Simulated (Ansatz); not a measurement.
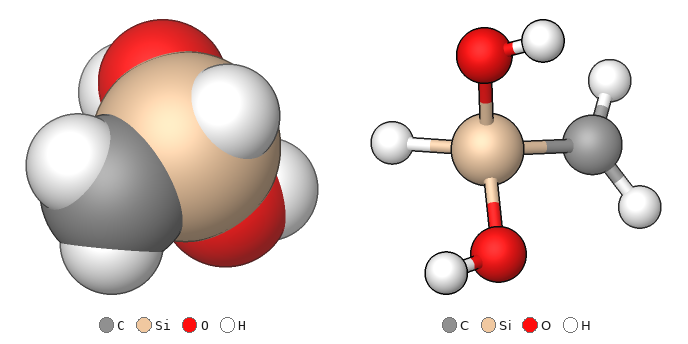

Both panels show the same species.

State: neutral, doublet. Computed geometry: PBE0-D4/def2-TZVP optimisation.

What is the molecular formula?

CH5O2Si, 9 atoms: 1 carbon, 5 hydrogen, 2 oxygen and 1 silicon.

What is its SMILES?

[CH2][SiH](O)O

How many bonds of each kind are drawn?

2 O–Si, 2 C–H, 2 O–H, 1 C–Si, 1 Si–H.

Name functional groups in it.

Among them: Si–H bond, Si–O bond.

Does it have rings?

It has no ring.

More results for the same structure follow; atom numbers are the same in all pictures, views and colours differ.

Electronic properties

Properties computed with UHF-CCSD(T), frozen core/def2-SVP (Ansatz 0.2.0).

Give the ⟨S²⟩ of the determinant at this level.

0.759.

Give the T1 diagnostic at this level.

0.011.

Vibrations

Harmonic vibrations computed with UKS PBE0-D4/def2-TZVP (Ansatz 0.2.0) at a stationary point of the same level.

How many vibrational modes are there, and where do they lie?

21 modes: 126, 222, 259, 271, 330, 375, 596, 690, 742, 786, 807, 847, 904, 924, 958, 1390, 2232, 3147, 3244, 3913, 3925 cm⁻¹.

Dipole moment

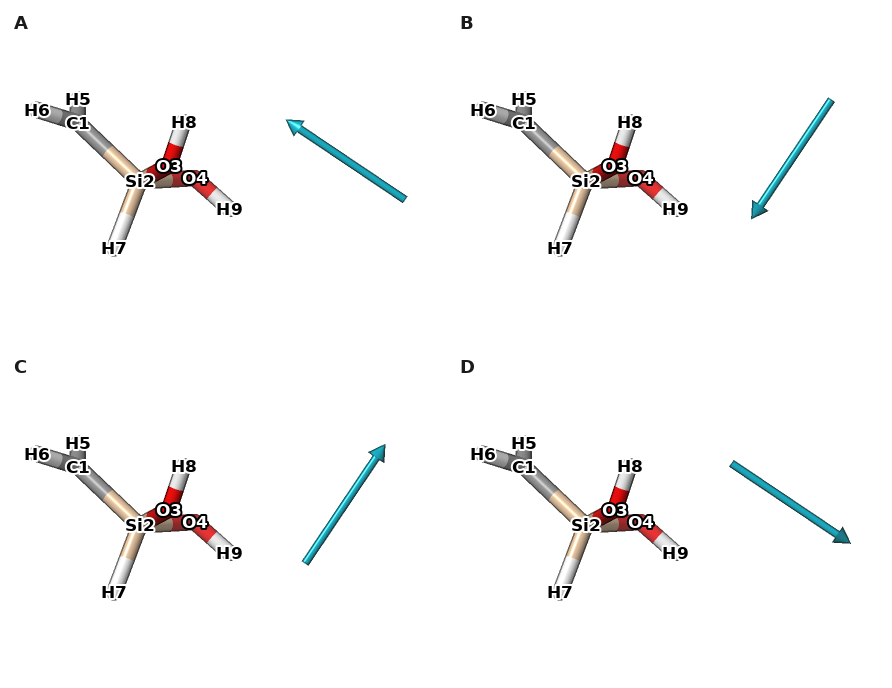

The same molecule four times, each with an arrow. Method: UKS PBE-D4/def2-TZVPP (Ansatz 0.2.0).

Which arrow points along the dipole moment, from the negative to the positive end?

C. The dipole moment is 0.87 D; it points from the side of H7 to the side of H8 (the outermost atoms at the two ends).
